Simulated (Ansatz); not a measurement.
# Fields on a plane of TaAs (NbAs type, space group I4_1md)

```
CELL_PARAMETERS angstrom
     -1.72095     1.72095     5.85613
      1.72095    -1.72095     5.85613
      1.72095     1.72095    -5.85613
ATOMIC_POSITIONS crystal
  Ta 0.99928 0.99928 0.00000
  Ta 0.74928 0.24928 0.50000
  As 0.41672 0.41672 0.00000
  As 0.16672 0.66672 0.50000
```

The slice is a (001) plane (indices of the conventional cell) through the point (0.999, 0.999, 0.000) (fractional), spanned by u = [101] and v = [011] in vectors of this cell: u (3.44 Å) and v (3.44 Å, at 90° to u). It covers one period; positions are fractions (u, v).

Atoms on it: Ta at (0.00, 0.00). Other atoms lie within 1 Å of the plane.

All values below come from r2SCAN (plane waves to 500 eV, PAW, scalar-relativistic; Ansatz, a program for electronic structure). k mesh 19×19×19. Inside the PAW spheres the values are not all-electron values, and peaks at nuclei hang on which shells count as valence. At this level the bands of TaAs touch or barely overlap. Spin-orbit coupling is left out, though Ta is heavy. TaAs is run without spin polarisation. TaAs was relaxed with its symmetry unable to fall.

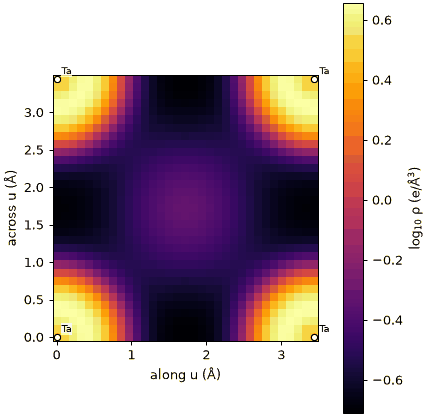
Fig. 1. Log₁₀ of the valence density in e/Å³, one period of the plane, atoms marked. The scale is logarithmic, as a density can span decades between atoms and voids.

```
|xxxxx99852000134443100025899xxxx|
|xxxxx99741000234443200014799xxxx|
|xxxx9997310012445442100137999xxx|
|xxx999852000234555432000258999xx|
|99999863100134566654310013689999|
|99998642001245677765421002468999|
|88875320012456778776542100235788|
|55532100123567888887653210012355|
|22110000135678888888765310000112|
|00000001346778888888776431000000|
|00000113456778888888776543110000|
|00001224567777777777777654221000|
|11112334567777777777777654332111|
|22223345667777777777777665433222|
|33333445667777776777777665443333|
|33334455667777666667777665544333|
|33333445667777776777777665443333|
|22223345667777777777777665433222|
|11112334567777777777777654332111|
|00001224567777777777777654221000|
|00000113456778888888776543110000|
|00000001346778888888776431000000|
|22110000135678888888765310000112|
|55532100123567888887653210012355|
|88875320012456778776542100235788|
|99998642001245677765421002468999|
|99999863100134566654310013689999|
|xxx999852000234555432000258999xx|
|xxxx9997310012445442100137999xxx|
|xxxxx99741000234443200014799xxxx|
|xxxxx99852000134443100025899xxxx|
|xxxxx99852000133433100025899xxxx|
```
Scale: ten equal steps from 0.13 (start of '0') to 0.74 (end of '9'), in the order '0123456789'. Values: electron localisation function (ELF). The map has 32 points along u (one character each, u = 0 at the left) and 32 along v (v = 0 in the bottom row). Points within 0.5 Å of a nucleus are blanked (x), as the pseudised field means little there.
